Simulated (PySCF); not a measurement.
```yaml
atoms:
  - { symbol: F, position_ang: [2.1656, -1.4718, -0.9045] }
  - { symbol: C, position_ang: [1.6501, -0.3148, -0.4105] }
  - { symbol: F, position_ang: [2.6470, 0.2421, 0.3317] }
  - { symbol: C, position_ang: [0.4268, -0.5687, 0.4359] }
  - { symbol: C, position_ang: [-0.8279, -0.8177, -0.4272] }
  - { symbol: C, position_ang: [-1.4933, 0.5627, -0.3227] }
  - { symbol: F, position_ang: [-1.2088, 1.3232, -1.4503] }
  - { symbol: Si, position_ang: [-0.3289, 1.0553, 1.1472] }
  - { symbol: H, position_ang: [1.4629, 0.3530, -1.2641] }
  - { symbol: H, position_ang: [0.6613, -1.3854, 1.1193] }
  - { symbol: H, position_ang: [-0.6044, -1.0998, -1.4558] }
  - { symbol: H, position_ang: [-1.4635, -1.5838, 0.0112] }
  - { symbol: H, position_ang: [-2.5824, 0.5507, -0.2480] }
  - { symbol: H, position_ang: [-0.9310, 0.8771, 2.4637] }
  - { symbol: H, position_ang: [0.4220, 2.2856, 0.9521] }
```

Geometry: GFN2-xTB.

Computed with PySCF, CAM-B3LYP/def2-SVPD, SCF density, gas phase.

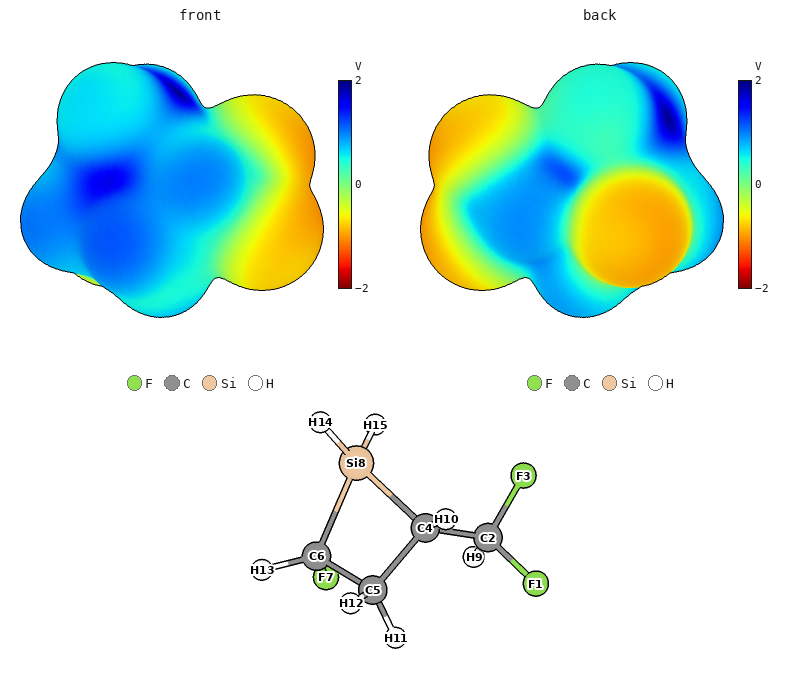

C₄H₇F₃Si. The molecular electrostatic potential painted on the density surface at 0.002 e/bohr³, seen from the front and from behind; red is negative and blue positive. The bare structure is drawn below in the same view.

> Where is the surface potential most negative and most positive?

The most negative region (about −1.0 V, or −23 kcal/mol for a unit charge) lies over F1 and F3, the most positive (about +1.8 V, or +42 kcal/mol for a unit charge) over Si8.

> How polar is the molecule by this calculation?

Its dipole moment is 3.02 D.
